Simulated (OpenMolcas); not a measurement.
# CHClGeNO (SMILES O=C=[N][GeH][Cl]): levels of theory compared

We compute a comparison of 6 runs (UHF/STO-3G, UHF/def2-SVP, U-revPBE/def2-SVP, UM06-2X/def2-SVP, UTPSS/def2-SVP, ROMP2/def2-SVP) of CHClGeNO. 

The results are computed with OpenMolcas 26.06.

**1. The system as given**

CHClGeNO has 6 atoms, charge 0, and is taken as a doublet. As SMILES, `O=C=[N][GeH][Cl]`. The Ge4–Cl5 distance was set to 3.235 Å, away from the relaxed value. At this shape a bond of the SMILES string is far longer than usual.

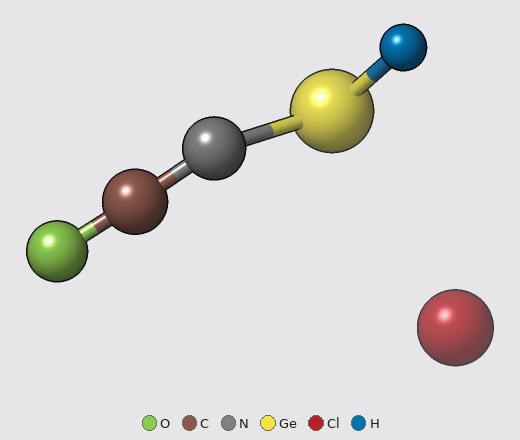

Viewed from a chosen angle; oxygen green, carbon brown, nitrogen grey, germanium yellow, chlorine red, hydrogen blue.

**2. The energy at UHF/STO-3G (run 1)**

Input file mol.inp:

```
* CHClGeNO Hartree-Fock
&GATEWAY
BasLib=$CurrDir
Coord
6
bohr
O     -1.93888357    -2.96979720    -4.69777033
C     -2.44344045    -1.84144173    -2.88287736
N     -3.07139644    -0.77242366    -0.97104144
Ge    -2.27412098     2.10298361     0.77525447
Cl     3.67910779     1.84475064     2.14068175
H     -3.79421668     1.94538045     3.27271652
Basis=STO-3G
Group=NoSym
&SEWARD
&SCF
UHF
Spin=2
Thresholds=1e-10 1e-07 1e-07 1e-05
PrOrbitals=1 2
```

The basis set STO-3G is read from a file made from the Basis Set Exchange's data (not shown).

Launch:

```console
$ export MOLCAS_MEM=1860
$ pymolcas mol.inp > mol.log
```

What it wrote:

```text
--- Start Module: gateway ---
[...]
--- Stop Module: gateway /rc=_RC_ALL_IS_WELL_ ---
--- Start Module: seward ---
[...]
      Basis functions           43
--- Stop Module: seward /rc=_RC_ALL_IS_WELL_ ---
[...]
--- Start Module: scf ---
[...]
       Convergence after  64 Iterations
[...]
::    Total SCF energy                              -2671.8133548498
[...]
      Total spin, S                                     0.6083759222
[...]
      Total electronic charge=   71.000000
      Total            charge=   -0.000000
[...]
      Dipole Moment (debye):
      Origin of the operator (angstrom)=   -0.5108    0.4930    0.0423
                   X= -1.5711E+00               Y=  1.4814E+00               Z=  8.5858E-01           Total=  2.3238E+00
      Quadrupole Moment (debye*angstrom):
[...]
--- Stop Module: scf /rc=_RC_ALL_IS_WELL_ ---
[...]
```

It took 6.3 s on 1 thread of AMD EPYC 7R43 (Zen 3), shared host; peak memory 0.38 GiB.

**3. A single-point energy at UHF/def2-SVP (run 2)**

Input file job.input:

```
* CHClGeNO Hartree-Fock

&GATEWAY
  BasLib=$CurrDir
  BasisSet
  O.def2-SVP....
  O1 -1.026013 -1.571549 -2.485953 angstrom
  End of Basis
  BasisSet
  C.def2-SVP....
  C2 -1.293013 -0.974449 -1.525553 angstrom
  End of Basis
  BasisSet
  N.def2-SVP....
  N3 -1.625313 -0.408749 -0.513853 angstrom
  End of Basis
  BasisSet
  Ge.def2-SVP....
  Ge4 -1.203413 1.112851 0.410247 angstrom
  End of Basis
  BasisSet
  Cl.def2-SVP....
  Cl5 1.946900 0.976200 1.132800 angstrom
  End of Basis
  BasisSet
  H.def2-SVP....
  H6 -2.007813 1.029451 1.731847 angstrom
  End of Basis

&SEWARD

&SCF
  UHF
  Spin=2
  Thresholds=1e-10 1e-07 1e-07 1e-05
  PrOrbitals=1 2
```

The basis set def2-SVP is read from a file made from the Basis Set Exchange's data (not shown).

Launch:

```console
$ export MOLCAS_MEM=1860
$ pymolcas job.input > job.log
```

What it wrote:

```text
--- Start Module: gateway ---
[...]
--- Stop Module: gateway /rc=_RC_ALL_IS_WELL_ ---
--- Start Module: seward ---
[...]
      Basis functions           97
--- Stop Module: seward /rc=_RC_ALL_IS_WELL_ ---
[...]
--- Start Module: scf ---
[...]
       Convergence after  69 Iterations
[...]
::    Total SCF energy                              -2702.0605511177
[...]
      Total spin, S                                     0.6272972209
[...]
      Total electronic charge=   71.000000
      Total            charge=   -0.000000
[...]
      Dipole Moment (debye):
      Origin of the operator (angstrom)=   -0.5108    0.4930    0.0423
                   X= -1.4087E+00               Y=  1.7005E+00               Z=  1.1650E+00           Total=  2.4966E+00
      Quadrupole Moment (debye*angstrom):
[...]
--- Stop Module: scf /rc=_RC_ALL_IS_WELL_ ---
[...]
```

Wall time 44 s (1 thread of AMD EPYC 7R43 (Zen 3), shared host); peak memory 0.54 GiB.

Runs 3 to 4 aren't shown in full; the table further down has their settings and results.

**4. The energy at UTPSS/def2-SVP (run 5)**

Input file mol.input:

```
* CHClGeNO Kohn-Sham DFT

&GATEWAY
 BASLIB
 $CurrDir
 COORD
 6
 angstrom
 O       -1.026013      -1.571549      -2.485953
 C       -1.293013      -0.974449      -1.525553
 N       -1.625313      -0.408749      -0.513853
 Ge      -1.203413       1.112851       0.410247
 Cl       1.946900       0.976200       1.132800
 H       -2.007813       1.029451       1.731847
 BASIS
 def2-SVP
 GROUP
 NoSym

&SEWARD
 GRIDINPUT
 Grid=UltraFine
 End of Grid

&SCF
 UHF
 SPIN
 2
 KSDFT
 2
 1.0 MGGA_X_TPSS
 1.0 MGGA_C_TPSS
 THRESHOLDS
 1e-10 1e-07 1e-07 1e-05
 PRORBITALS
 1 1
```

The basis set def2-SVP is read from a file made from the Basis Set Exchange's data (not shown).

Launch:

```console
$ export MOLCAS_MEM=1860
$ pymolcas mol.input > mol.log
```

What it wrote:

```text
--- Start Module: gateway ---
[...]
--- Stop Module: gateway /rc=_RC_ALL_IS_WELL_ ---
--- Start Module: seward ---
[...]
      Basis functions           97
--- Stop Module: seward /rc=_RC_ALL_IS_WELL_ ---
[...]
--- Start Module: scf ---
[...]
       Convergence after  40 Iterations
[...]
::    Total KS-DFT energy                           -2705.3433091948
[...]
      Total spin, S                                     0.5061009119
[...]
      Total electronic charge=   71.000000
      Total            charge=   -0.000000
[...]
      Dipole Moment (debye):
      Origin of the operator (angstrom)=   -0.5108    0.4930    0.0423
                   X= -4.2056E+00               Y=  7.8367E-01               Z= -3.8622E-01           Total=  4.2954E+00
      Quadrupole Moment (debye*angstrom):
[...]
--- Stop Module: scf /rc=_RC_ALL_IS_WELL_ ---
[...]
```

Run time: 1.9 min. Hardware: 1 thread of AMD EPYC 7R43 (Zen 3), shared host; peak memory 0.54 GiB.

**5. A single-point energy at ROMP2/def2-SVP (run 6)**

Input file test.inp:

```
&GATEWAY
BASLIB=$CurrDir
BASISSET
O.def2-SVP....
O1 -1.026013 -1.571549 -2.485953 angstrom
End of Basis
BASISSET
C.def2-SVP....
C2 -1.293013 -0.974449 -1.525553 angstrom
End of Basis
BASISSET
N.def2-SVP....
N3 -1.625313 -0.408749 -0.513853 angstrom
End of Basis
BASISSET
Ge.def2-SVP....
Ge4 -1.203413 1.112851 0.410247 angstrom
End of Basis
BASISSET
Cl.def2-SVP....
Cl5 1.946900 0.976200 1.132800 angstrom
End of Basis
BASISSET
H.def2-SVP....
H6 -2.007813 1.029451 1.731847 angstrom
End of Basis
&SEWARD
&SCF
UHF
SPIN=2
THRESHOLDS=1e-10 1e-07 1e-07 1e-05
PRORBITALS=1 2
&RASSCF
FILEORB=$Project.UnaOrb
SPIN=2
NACTEL=1 0 0
INACTIVE=35
RAS2=1
OUTORBITALS=Canonical
ORBLISTING=NoCore
&CASPT2
IPEA=0.0
FROZEN=17
```

The basis set def2-SVP is read from a file made from the Basis Set Exchange's data (not shown).

Launch:

```console
$ export MOLCAS_MEM=1860
$ pymolcas test.inp > test.log
```

What it wrote:

```text
--- Start Module: gateway ---
[...]
--- Stop Module: gateway /rc=_RC_ALL_IS_WELL_ ---
[...]
      Basis functions           97
[...]
       Convergence after  69 Iterations
[...]
::    Total SCF energy                              -2702.0605511177
[...]
      Total spin, S                                     0.6272972209
[...]
--- Start Module: rasscf ---
[...]
      Number of active orbitals                  1
[...]
      Spin quantum number                      0.5
[...]
      Active orbitals                            1
[...]
      Number of CSFs                             1
[...]
      Number of root(s) required                 1
[...]
      Convergence after 24 iterations
[...]
      printout of CI-coefficients larger than  0.05 for root  1
      energy=   -2702.049859
      conf/sym  1     Coeff  Weight
             1  u   1.00000 1.00000
      Natural orbitals and occupation numbers for root  1
      sym 1:   1.000000
      ************************************************************************************************************************
      *                                                    Final results                                                     *
[...]
::    RASSCF root number  1 Total energy:  -2702.04985859
[...]
      Total electronic charge=   71.000000
      Total            charge=   -0.000000
[...]
      Dipole Moment (debye):
      Origin of the operator (angstrom)=   -0.5108    0.4930    0.0423
                   X= -4.7793E-01               Y=  1.4209E+00               Z=  1.6042E+00           Total=  2.1956E+00
      Quadrupole Moment (debye*angstrom):
[...]
--- Stop Module: rasscf /rc=_RC_ALL_IS_WELL_ ---
[...]
--- Start Module: caspt2 ---
[...]
      E2 (Variational):          -0.7889305207
      Total energy:           -2702.8387891118
[...]
      Reference weight:           0.79754
[...]
::    CASPT2 Root  1     Total energy:  -2702.83878911
[...]
```

Wall time 64 s (1 thread of AMD EPYC 7R43 (Zen 3), shared host); peak memory 0.54 GiB.

**6. Overview of the runs**

```csv
run,level,integration grid,frozen core orbitals,energy (Eh),dipole moment (D),HOMO energy (eV),LUMO energy (eV),wall time
1,UHF/STO-3G,–,–,-2671.813355,2.32,-6.60,1.49,6.3 s
2,UHF/def2-SVP,–,–,-2702.060551,2.50,-9.61,-1.20,44 s
3,U-revPBE/def2-SVP,UltraFine,–,-2705.037231,4.22,-6.08,-5.73,73 s
4,UM06-2X/def2-SVP,UltraFine,–,-2705.231061,4.64,-8.53,-4.35,71 s
5,UTPSS/def2-SVP,UltraFine,–,-2705.343309,4.30,-6.30,-5.81,1.9 min
6,ROMP2/def2-SVP,–,17,-2702.838789,–,–,–,64 s
```

**7. What came out**

| quantity | value |
| --- | --- |
| run 6: total energy | -2702.83879 Eh |

**Reading.** Over runs 1, 2, 3, 4, 5 the dipole moment (its size) runs from 2.32 D (UHF/STO-3G) to 4.64 D (UM06-2X/def2-SVP). The two ends differ in method and basis. Totals of different functionals can't be ranked against each other. In run 1 the basis is minimal, so the values are rough. Spin contamination of the reference: run 2 ⟨S²⟩ = 1.02, run 1 ⟨S²⟩ = 0.98. All runs together took 6.2 min, the longest 1.9 min.
